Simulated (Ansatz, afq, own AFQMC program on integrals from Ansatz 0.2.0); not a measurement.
# AlNH3 (doublet): AFQMC on the coupled-cluster ladder at distance Al1–N2 = 1.744 Å, cc-pVDZ, part 1 of 2

Aim: compute AlNH3 (doublet) with auxiliary-field quantum Monte Carlo on the same integrals as coupled cluster, and set the energies side by side.

Program: Ansatz 0.2.0, Gaussian basis, and an in-house AFQMC program (afq) on its integrals; all values are calculated. Level of theory: cc-pVDZ, frozen cores. These are calculated values, not measurements.

To be run: PBE (unrestricted); r2SCAN (unrestricted); PBE0 (unrestricted); B3LYP (unrestricted); wB97M-V (unrestricted); B2PLYP (unrestricted); CCSD(T) on ROHF; CCSDT(Q) on ROHF; Phaseless AFQMC, CISD trial on ROHF; Phaseless AFQMC, single-determinant trial on ROHF; Free-projection AFQMC, CISD trial on ROHF; CCSD(T) on UHF; CCSDT(Q) on UHF; Phaseless AFQMC, CISD trial on UHF; Phaseless AFQMC, single-determinant trial on UHF; Free-projection AFQMC, CISD trial on UHF.

3 further runs of the same task are left out: 3 that didn't finish.

## Step 1: The geometry

The geometry derives from a PBE0/def2-TZVP stationary point (not a proven minimum). One bond is set to the value named and the two fragments are kept rigid.

5 atoms, charge 0, spin multiplicity 2.

Atoms are counted from 1 here; the program's logs count them from 0.

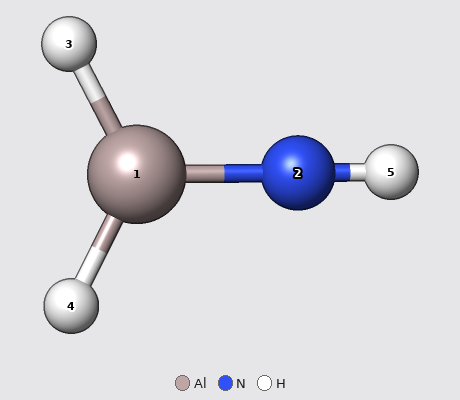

The geometry (aluminium light grey, nitrogen blue, hydrogen white); atoms are numbered from 1 in the order of the file.

## Step 2: PBE (unrestricted)

Input file in.yaml:

```yaml
crystal:
  periodic: [false, false, false]
  atoms:
    - {symbol: Al, position_ang: [0.000000, 0.000000, 0.585096]}
    - {symbol: N, position_ang: [0.000000, 0.000000, -1.159176]}
    - {symbol: H, position_ang: [0.000000, 1.407264, 1.304973]}
    - {symbol: H, position_ang: [0.000000, -1.407264, 1.304973]}
    - {symbol: H, position_ang: [0.000000, 0.000000, -2.164038]}
basis:
  gaussian: {orbitals: cc-pVDZ}
magnetization: {spin_polarized: true, initial_magnetization: 1}
hamiltonian: {xc: {name: PBE}}
output: {orbitals: {seedname: orbitals}}
```

Run with:

```sh
ansatz run in.yaml --threads 1 --pin off --events-out ev --progress --plain --max-ram 1382MiB
```

The log of the run:

```text
Functional definition: PBE
  name "PBE"
  cite "Perdew, Burke & Ernzerhof, Phys. Rev. Lett. 77, 3865 (1996) doi:10.1103/PhysRevLett.77.3865"
  parent pbe
  parameter kappa = 0.804
  parameter beta = 0.06672455060314922
  exchange = pbe_x(kappa = kappa, mu = beta*pi^2/3)
  correlation = pbe_c(beta = beta)
625 factors; their error is unknown
mean field evaluation 1: about -8115.7179 eV, gradient 5.0e1 eV
mean field evaluation 2: about -8010.8453 eV, gradient 1.0e2 eV
mean field evaluation 4: about -8122.6414 eV, gradient 2.7e1 eV
mean field evaluation 8: about -8127.9699 eV, gradient 1.6e-1 eV
mean field evaluation 16: about -8127.9438 eV, gradient 8.4e-5 eV
mean field evaluation 32: about -8127.6071 eV, gradient 1.3e0 eV
mean field -8127.94376790 eV, -298.6964241522 hartree, gradient 4.9e-6 eV, S^2 0.755955; 4 other end points of the search recorded, 0 dependent functions left out
reference -8127.94380608 eV, -298.6964255553 hartree; 12, 11 occupied and 35, 36 virtual orbitals, 625 factors
Total energy: -8127.94380608 eV, -298.6964255553 hartree
```

Run time: 6.5 s. Hardware: 1 thread of AMD EPYC (Zen 3), shared host.

From the report: ⟨S²⟩ of the determinant 0.756 (pure doublet: 0.75).

## Step 3: r2SCAN (unrestricted)

in.yaml, as its differences from that of step 2:

```diff
@@ -11,3 +11,2 @@
 magnetization: {spin_polarized: true, initial_magnetization: 1}
-hamiltonian: {xc: {name: PBE}}
-output: {orbitals: {seedname: orbitals}}
+hamiltonian: {xc: {name: r2SCAN}}
```

Same command.

The log of the run:

```text
Functional definition: r2SCAN
  name "r2SCAN"
  cite "Furness, Kaplan, Ning, Perdew & Sun, J. Phys. Chem. Lett. 11, 8208 (2020) doi:10.1021/acs.jpclett.0c02405"
  cite "Furness, Kaplan, Ning, Perdew & Sun, J. Phys. Chem. Lett. 11, 9248 (2020) doi:10.1021/acs.jpclett.0c03077"
  parent r2scan
  parameter k0 = 0.174
  parameter k1 = 0.065
  parameter a1 = 4.9479
  exchange = r2scan_x(k0 = k0, k1 = k1, a1 = a1)
  correlation = r2scan_c
625 factors; their error is unknown
mean field evaluation 1: about -8121.8296 eV, gradient 4.5e1 eV
mean field evaluation 2: about -8032.9964 eV, gradient 9.4e1 eV
mean field evaluation 4: about -8129.3819 eV, gradient 1.9e1 eV
mean field evaluation 8: about -8132.2511 eV, gradient 9.8e-2 eV
mean field evaluation 16: about -8132.2262 eV, gradient 1.2e-4 eV
mean field -8132.22623349 eV, -298.8538018597 hartree, gradient 3.0e-5 eV, S^2 0.759280; 1 other end points of the search recorded, 0 dependent functions left out
reference -8132.22624850 eV, -298.8538024116 hartree; 12, 11 occupied and 35, 36 virtual orbitals, 625 factors
Total energy: -8132.22624850 eV, -298.8538024116 hartree
```

It took 8 s on 1 thread of AMD EPYC (Zen 3), shared host.

From the report: ⟨S²⟩ of the determinant 0.759 (pure doublet: 0.75).

## Step 4: PBE0 (unrestricted)

in.yaml, as its differences from that of step 3:

```diff
@@ -11,2 +11,3 @@
 magnetization: {spin_polarized: true, initial_magnetization: 1}
-hamiltonian: {xc: {name: r2SCAN}}
+hamiltonian: {xc: {name: PBE0}}
+output: {orbitals: {seedname: orbitals}}
```

Launched as before.

The log of the run:

```text
Functional definition: PBE0
  name "PBE0"
  cite "Adamo & Barone, J. Chem. Phys. 110, 6158 (1999) doi:10.1063/1.478522"
  cite "Perdew, Burke & Ernzerhof, Phys. Rev. Lett. 77, 3865 (1996) doi:10.1103/PhysRevLett.77.3865"
  parent pbe
  parameter a = 0.25
  parameter kappa = 0.804
  parameter beta = 0.06672455060314922
  exchange = (1 - a)*pbe_x(kappa = kappa, mu = beta*pi^2/3) + a*exact_x
  correlation = pbe_c(beta = beta)
446 factors; integrals over basis functions are off by at most 1.4e-3 eV
mean field evaluation 1: about -8120.1394 eV, gradient 4.1e1 eV
mean field evaluation 2: about -8050.3268 eV, gradient 8.6e1 eV
mean field evaluation 4: about -8128.3329 eV, gradient 6.2e0 eV
mean field evaluation 8: about -8128.7929 eV, gradient 8.6e-1 eV
mean field evaluation 16: about -8128.8010 eV, gradient 9.9e-5 eV
mean field -8128.80099923 eV, -298.7279268225 hartree, gradient 6.7e-6 eV, S^2 0.756893; 1 other end points of the search recorded, 0 dependent functions left out
reference -8128.80102822 eV, -298.7279278880 hartree; 12, 11 occupied and 35, 36 virtual orbitals, 446 factors
Total energy: -8128.80102822 eV, -298.7279278880 hartree
```

Wall time 4.4 s (1 thread of AMD EPYC (Zen 3), shared host).

From the report: ⟨S²⟩ of the determinant 0.757 (pure doublet: 0.75).

## Step 5: B3LYP (unrestricted)

in.yaml, as its differences from that of step 4:

```diff
@@ -11,3 +11,2 @@
 magnetization: {spin_polarized: true, initial_magnetization: 1}
-hamiltonian: {xc: {name: PBE0}}
-output: {orbitals: {seedname: orbitals}}
+hamiltonian: {xc: {name: B3LYP}}
```

Same command.

The log of the run, cut to the lines that bear on the results:

```text
Functional definition: B3LYP
  name "B3LYP"
  cite "Stephens, Devlin, Chabalowski & Frisch, J. Phys. Chem. 98, 11623 (1994) doi:10.1021/j100096a001"
  cite "Becke, Phys. Rev. A 38, 3098 (1988) doi:10.1103/PhysRevA.38.3098"
  cite "Lee, Yang & Parr, Phys. Rev. B 37, 785 (1988) doi:10.1103/PhysRevB.37.785"
  cite "Vosko, Wilk & Nusair, Can. J. Phys. 58, 1200 (1980) doi:10.1139/p80-159"
[...]
446 factors; integrals over basis functions are off by at most 1.4e-3 eV
[...]
mean field -8134.49623043 eV, -298.9372227087 hartree, gradient 2.2e-5 eV, S^2 0.756107; 1 other end points of the search recorded, 0 dependent functions left out
reference -8134.49645578 eV, -298.9372309902 hartree; 12, 11 occupied and 35, 36 virtual orbitals, 446 factors
Total energy: -8134.49645578 eV, -298.9372309902 hartree
```

It took 3.4 s on 1 thread of AMD EPYC (Zen 3), shared host.

From the report: ⟨S²⟩ of the determinant 0.756 (pure doublet: 0.75).

## Step 6: wB97M-V (unrestricted)

in.yaml, as its differences from that of step 5:

```diff
@@ -11,2 +11,3 @@
 magnetization: {spin_polarized: true, initial_magnetization: 1}
-hamiltonian: {xc: {name: B3LYP}}
+hamiltonian: {xc: {name: wB97M-V}}
+output: {orbitals: {seedname: orbitals}}
```

The command is unchanged.

The log of the run, cut to the lines that bear on the results:

```text
Functional definition: wB97M-V
  name "wB97M-V"
  cite "Mardirossian & Head-Gordon, J. Chem. Phys. 144, 214110 (2016) doi:10.1063/1.4952647"
  cite "Becke, J. Chem. Phys. 107, 8554 (1997) doi:10.1063/1.475007"
  cite "Vydrov & Van Voorhis, J. Chem. Phys. 133, 244103 (2010) doi:10.1063/1.3521275"
  # Of w^i u^j: cxij and so on, Table III.
[...]
  gx(w, u) = 1 - cx + cx01*u + cx10*w
  gss(w, u) = css00 + css04*u^4 + css10*w + css20*w^2 + css43*w^4*u^3
  gos(w, u) = cos00 + cos10*w + (cos20 + cos21*u)*w^2 + (cos60 + cos61*u)*w^6
[...]
      + integral(e_c_pw_mod_opposite_spin*gos(b97_w_opposite, b97_u_opposite)) + vv10(b, c)
446 factors; integrals over basis functions are off by at most 1.4e-3 eV
156 factors; integrals over basis functions are off by at most 9.3e-6 eV
[...]
mean field -8132.51783242 eV, -298.8645179227 hartree, gradient 1.0e-5 eV, S^2 0.755835; 1 other end points of the search recorded, 0 dependent functions left out
reference -8132.51787859 eV, -298.8645196196 hartree; 12, 11 occupied and 35, 36 virtual orbitals, 446 factors
Total energy: -8132.51787859 eV, -298.8645196196 hartree
```

Wall time 15 s (1 thread of AMD EPYC (Zen 3), shared host).

From the report: ⟨S²⟩ of the determinant 0.756 (pure doublet: 0.75).

## Step 7: B2PLYP (unrestricted)

in.yaml, as its differences from that of step 6:

```diff
@@ -11,3 +11,3 @@
 magnetization: {spin_polarized: true, initial_magnetization: 1}
-hamiltonian: {xc: {name: wB97M-V}}
-output: {orbitals: {seedname: orbitals}}
+hamiltonian: {xc: {name: B2PLYP}}
+correlation: {electrons: outside_noble_gas}
```

Same command.

The log of the run, cut to the lines that bear on the results:

```text
Functional definition: B2PLYP
  name "B2PLYP"
  cite "Grimme, J. Chem. Phys. 124, 034108 (2006) doi:10.1063/1.2148954"
  cite "Becke, Phys. Rev. A 38, 3098 (1988) doi:10.1103/PhysRevA.38.3098"
  cite "Lee, Yang & Parr, Phys. Rev. B 37, 785 (1988) doi:10.1103/PhysRevB.37.785"
[...]
446 factors; integrals over basis functions are off by at most 1.4e-3 eV
[...]
mean field -8127.09150222 eV, -298.6651039663 hartree, gradient 3.4e-6 eV, S^2 0.758313; 4 other end points of the search recorded, 0 dependent functions left out
6 core orbitals not correlated: weight in the atoms' cores, before any rotation towards them, 1.000 or more for the frozen orbitals, at most 0.000 for the correlated occupied ones
reference -8127.09164479 eV, -298.6651092054 hartree; 6, 5 occupied and 35, 36 virtual orbitals, 446 factors
second order -6.83437623 eV of doubles, -0.00000000 eV of singles
Total energy: -8128.93692637 eV, -298.7329220527 hartree
```

Wall time 7 s (1 thread of AMD EPYC (Zen 3), shared host).

From the report: ⟨S²⟩ of the determinant 0.758 (pure doublet: 0.75).

## Step 8: CCSD(T) on ROHF

in.yaml, as its differences from that of step 7:

```diff
@@ -10,4 +10,3 @@
   gaussian: {orbitals: cc-pVDZ}
-magnetization: {spin_polarized: true, initial_magnetization: 1}
-hamiltonian: {xc: {name: B2PLYP}}
-correlation: {electrons: outside_noble_gas}
+magnetization: {spin_polarized: false, initial_magnetization: 1}
+correlation: {method: ccsd_t, electrons: outside_noble_gas, hamiltonian_folder: ham}
```

The command is unchanged.

The log of the run, cut to the lines that bear on the results:

```text
Functional definition: HF
  name "HF"
  cite "Fock, Z. Phys. 61, 126 (1930) doi:10.1007/BF01340294"
  parent pbe
[...]
446 factors; integrals over basis functions are off by at most 1.4e-3 eV
[...]
mean field -8110.87918526 eV, -298.0693123071 hartree, gradient 2.9e-6 eV, S^2 0.750000; 7 other end points of the search recorded, 0 dependent functions left out
[...]
determinant -8110.87918526 eV, -298.0693123071 hartree, with singles and doubles -8117.38442219 eV, -298.3083753548 hartree
determinant -8110.41458500 eV, -298.0522385623 hartree, with singles and doubles -8116.80343341 eV, -298.2870244109 hartree
6 core orbitals not correlated: weight in the atoms' cores, before any rotation towards them, 1.000 or more for the frozen orbitals, at most 0.000 for the correlated occupied ones
reference -8110.87918526 eV, -298.0693123071 hartree; 6, 5 occupied and 35, 36 virtual orbitals, 446 factors
second order -5.54049529 eV of doubles, -0.07174502 eV of singles
cycle   1  -6.50574179 eV  change   -5.0e-4 eV  update   1.3e-3
[...]
cycle   8  -6.50676787 eV  change    5.7e-6 eV  update   2.6e-6
perturbative correction -0.13381255 eV, -0.0049175206 hartree
Total energy: -8117.51976569 eV, -298.3133491366 hartree
```

Run time: 9 s. Hardware: 1 thread of AMD EPYC (Zen 3), shared host.

From the report: correlation -6.6406 eV; T1 0.023; largest double amplitude 0.04.

This run also writes the integrals to the folder ham.

## Step 9: CCSDT(Q) on ROHF

in.yaml, as its differences from that of step 8:

```diff
@@ -11,2 +11,2 @@
 magnetization: {spin_polarized: false, initial_magnetization: 1}
-correlation: {method: ccsd_t, electrons: outside_noble_gas, hamiltonian_folder: ham}
+correlation: {method: ccsdt_q, electrons: outside_noble_gas}
```

Same command.

The log of the run, cut to the lines that bear on the results:

```text
Functional definition: HF
  name "HF"
  cite "Fock, Z. Phys. 61, 126 (1930) doi:10.1007/BF01340294"
  parent pbe
[...]
868 factors; integrals over basis functions are off by at most 1.9e-7 eV
[...]
mean field -8110.87928880 eV, -298.0693161119 hartree, gradient 2.9e-6 eV, S^2 0.750000; 7 other end points of the search recorded, 0 dependent functions left out
[...]
determinant -8110.87928880 eV, -298.0693161119 hartree, with singles and doubles -8117.38451974 eV, -298.3083789395 hartree
determinant -8110.41468886 eV, -298.0522423791 hartree, with singles and doubles -8116.80353266 eV, -298.2870280583 hartree
6 core orbitals not correlated: weight in the atoms' cores, before any rotation towards them, 1.000 or more for the frozen orbitals, at most 0.000 for the correlated occupied ones
reference -8110.87928880 eV, -298.0693161119 hartree; 6, 5 occupied and 35, 36 virtual orbitals, 868 factors
second order -5.54053399 eV of doubles, -0.07174475 eV of singles
cycle   1  -6.21479886 eV  change   -6.0e-1 eV  update   7.4e-2
[...]
cycle  21  -6.66638357 eV  change   -3.1e-7 eV  update   4.0e-7
perturbative correction -0.01133310 eV, -0.0004164839 hartree
Total energy: -8117.55700548 eV, -298.3147176735 hartree
```

Run time: 1.9 min. Hardware: 1 thread of AMD EPYC (Zen 3), shared host; peak memory 0.62 GiB.

From the report: correlation -6.6777 eV; T1 0.025; largest double amplitude 0.05.

## Step 10: Phaseless AFQMC, CISD trial on ROHF

It reads the integrals that the CCSD(T) run on this determinant wrote.

Run with:

```sh
afq ham --method phaseless --trial cisd --walkers 60 --populations 1 --least-time 40 --time-step 0.005 --steps-per-block 50 --equilibration-blocks 28 --max-blocks 300 --target-error 0.0004 --factor-cut 1e-05 --start spin_pure --seed 5491 --release-times 0.24,0.51,0.99,1.62,2.4 --release-step 0.03 --release-every 4 --taylor-order 6
```

The log of the run:

```text
orbitals 41  electrons 6 5  factors 309 of 446
reference energy -298.06931231 Eh
CCSD correlation -0.23911930 Eh in 12 cycles, weight of the determinant in the CISD state 0.8908
energy of the start -298.308431 Eh
 block  time / (1/Eh)  mean weight  energy / Eh
     1     0.250  1.0009  -298.304848
     2     0.500  0.9987  -298.306525
     3     0.750  1.0006  -298.308763
     4     1.000  0.9982  -298.309276
     5     1.250  1.0016  -298.311526
     6     1.500  1.0022  -298.312260
     7     1.750  1.0023  -298.312403
     8     2.000  0.9987  -298.309784
     9     2.250  0.9984  -298.311087
    10     2.500  1.0012  -298.311582
    11     2.750  0.9998  -298.316976
    16     4.000  0.9996  -298.312155
    21     5.250  0.9990  -298.312833
    26     6.500  1.0004  -298.313292
    31     7.750  0.9975  -298.314566
    36     9.000  0.9993  -298.311305
    41    10.250  0.9996  -298.319975
    46    11.500  0.9988  -298.317794
    51    12.750  1.0000  -298.315466
    56    14.000  1.0000  -298.314327
    61    15.250  1.0018  -298.314327
    66    16.500  1.0017  -298.309527
    71    17.750  1.0014  -298.312629
    76    19.000  1.0017  -298.310496
    81    20.250  1.0000  -298.312947
    86    21.500  1.0003  -298.314766
    91    22.750  1.0016  -298.311224
    96    24.000  0.9998  -298.313646
   101    25.250  1.0001  -298.312928
   106    26.500  0.9998  -298.314879
   111    27.750  0.9841  -298.310655
   116    29.000  1.0039  -298.313301
   121    30.250  0.9994  -298.314377
   126    31.500  0.9996  -298.311246
   131    32.750  0.9987  -298.316204
   136    34.000  0.9996  -298.318753
   141    35.250  0.9983  -298.315772
   146    36.500  1.0020  -298.309661
   151    37.750  0.9994  -298.308296
   156    39.000  1.0010  -298.313341
   161    40.250  0.9998  -298.314032
   166    41.500  1.0010  -298.312719
   171    42.750  0.9979  -298.309845
   176    44.000  0.9993  -298.319448
   181    45.250  0.9992  -298.322198
   186    46.500  1.0008  -298.314740
   191    47.750  0.9981  -298.318064
   196    49.000  1.0007  -298.313983
   201    50.250  0.9985  -298.312704
   206    51.500  0.9976  -298.317915
   211    52.750  0.9994  -298.310439
   216    54.000  1.0008  -298.313092
   221    55.250  1.0001  -298.306920
   226    56.500  1.0006  -298.313110
blocks merged  error / Eh  count
     1  0.000259  200
     2  0.000290  100
     4  0.000334  50
     8  0.000374  25
    16  0.000389  12
released: time / (1/Eh)  energy / Eh  error  mean overlap
  0.24  -298.313756  0.000465  1.0068
  0.51  -298.314208  0.000538  1.0108
  0.99  -298.315212  0.000443  0.9910
  1.62  -298.314332  0.000505  0.9859
  2.40  -298.314807  0.000752  0.9726
energy -298.313811 +/- 0.000374 Eh
```

It took 14 min on 1 thread of AMD EPYC (Zen 3), shared host.

Energy -8117.5323 ± 0.0102 eV. Caveats: constraint bias not in the error.

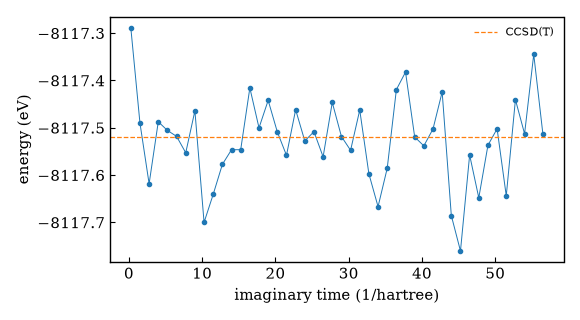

Block energies along the walk.

## Step 11: Phaseless AFQMC, single-determinant trial on ROHF

It reads the integrals that the CCSD(T) run on this determinant wrote.

Run with:

```sh
afq ham --method phaseless --trial hf --walkers 120 --populations 1 --least-time 40 --time-step 0.005 --steps-per-block 20 --equilibration-blocks 112 --max-blocks 600 --target-error 0.0012000000000000001 --factor-cut 1e-05 --start spin_pure --seed 6246 --taylor-order 6
```

The log of the run:

```text
orbitals 41  electrons 6 5  factors 309 of 446
reference energy -298.06931231 Eh
CCSD correlation -0.23911930 Eh in 12 cycles, weight of the determinant in the CISD state 0.8908
energy of the start -298.069314 Eh
 block  time / (1/Eh)  mean weight  energy / Eh
     1     0.100  1.0012  -298.131245
     2     0.200  1.0054  -298.178246
     3     0.300  1.0005  -298.196763
     4     0.400  0.9997  -298.215576
     5     0.500  1.0013  -298.236745
     6     0.600  1.0000  -298.252100
     7     0.700  1.0026  -298.267220
     8     0.800  1.0006  -298.274972
     9     0.900  0.9983  -298.268818
    10     1.000  1.0013  -298.267341
    18     1.800  1.0000  -298.295851
    35     3.500  0.9998  -298.305751
    52     5.200  0.9999  -298.315557
    69     6.900  0.9999  -298.333718
    86     8.600  0.9997  -298.328009
   103    10.300  0.9988  -298.344758
   120    12.000  0.9999  -298.304639
   137    13.700  0.9995  -298.343338
   154    15.400  1.0014  -298.322870
   171    17.100  0.9976  -298.301822
   188    18.800  1.0016  -298.350189
   205    20.500  0.9996  -298.305269
   222    22.200  1.0000  -298.292868
   239    23.900  1.0020  -298.315718
   256    25.600  1.0001  -298.330979
   273    27.300  1.0014  -298.302847
   290    29.000  1.0016  -298.320638
   307    30.700  1.0012  -298.323011
   324    32.400  1.0006  -298.308681
   341    34.100  0.9999  -298.311531
   358    35.800  1.0037  -298.332317
   375    37.500  1.0001  -298.291871
   392    39.200  1.0005  -298.281067
   409    40.900  0.9996  -298.321011
   426    42.600  0.9982  -298.331901
   443    44.300  0.9994  -298.297266
   460    46.000  1.0010  -298.317896
   477    47.700  1.0020  -298.359102
   494    49.400  0.9980  -298.298169
   511    51.100  1.0002  -298.296382
   528    52.800  1.0001  -298.306234
   545    54.500  0.9988  -298.322132
   562    56.200  0.9986  -298.295121
   579    57.900  0.9988  -298.320399
   596    59.600  1.0026  -298.323172
   613    61.300  0.9989  -298.302769
   630    63.000  1.0002  -298.305942
   647    64.700  0.9988  -298.292732
   664    66.400  0.9991  -298.302170
   681    68.100  1.0011  -298.271112
   698    69.800  1.0013  -298.318731
blocks merged  error / Eh  count
     1  0.000760  600
     2  0.001008  300
     4  0.001316  150
     8  0.001629  75
    16  0.001898  37
    32  0.002249  18
    64  0.001934  9
energy -298.312691 +/- 0.002249 Eh
```

Run time: 11 min. Hardware: 1 thread of AMD EPYC (Zen 3), shared host.

Energy -8117.5018 ± 0.0612 eV. Caveats: constraint bias not in the error; error above the target.

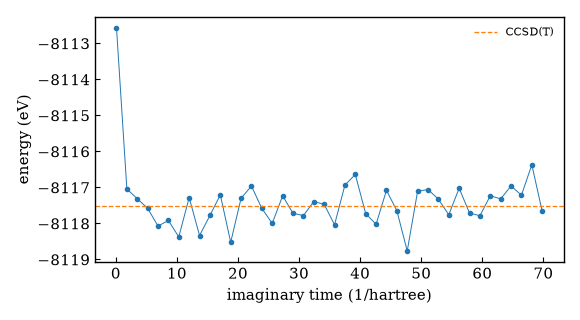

Block energies along the walk.

## Step 12: Free-projection AFQMC, CISD trial on ROHF

It reads the integrals that the CCSD(T) run on this determinant wrote.

Run with:

```sh
afq ham --method free --trial cisd --walkers 60 --time-step 0.03 --max-blocks 80 --target-error 0.0004 --factor-cut 1e-05 --seed 649 --times 0,0.21,0.42,0.81,1.2,1.8,2.4,3 --taylor-order 8
```

The log of the run:

```text
orbitals 41  electrons 6 5  factors 309 of 446
reference energy -298.06931231 Eh
CCSD correlation -0.23911930 Eh in 12 cycles, weight of the determinant in the CISD state 0.8908
repeat  energy at the last time / Eh  error
    10  -298.315064  0.001434
    20  -298.314464  0.000886
    30  -298.313702  0.000837
    40  -298.313665  0.000716
    50  -298.313834  0.000608
    60  -298.313794  0.000562
    70  -298.314021  0.000523
    80  -298.313951  0.000465
time / (1/Eh)  energy / Eh  error  mean overlap
  0.00  -298.308120  0.000164  1.1219
  0.21  -298.311234  0.000197  1.1175
  0.42  -298.312197  0.000192  1.1234
  0.81  -298.313467  0.000266  1.1304
  1.20  -298.314293  0.000275  1.1105
  1.80  -298.313898  0.000289  1.1341
  2.40  -298.314540  0.000424  1.1521
  3.00  -298.313951  0.000465  1.1872
energy -298.313951 +/- 0.000465 Eh
```

It took 15 min on 1 thread of AMD EPYC (Zen 3), shared host.

Energy -8117.5361 ± 0.0126 eV. Caveats: remainder of the start not in the error.

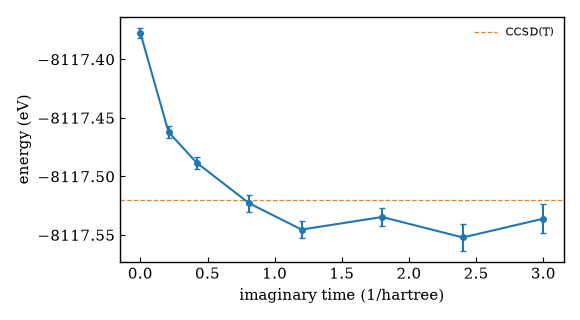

Energy against projection time, with error bars.

(Continued in part 2 of 2.)
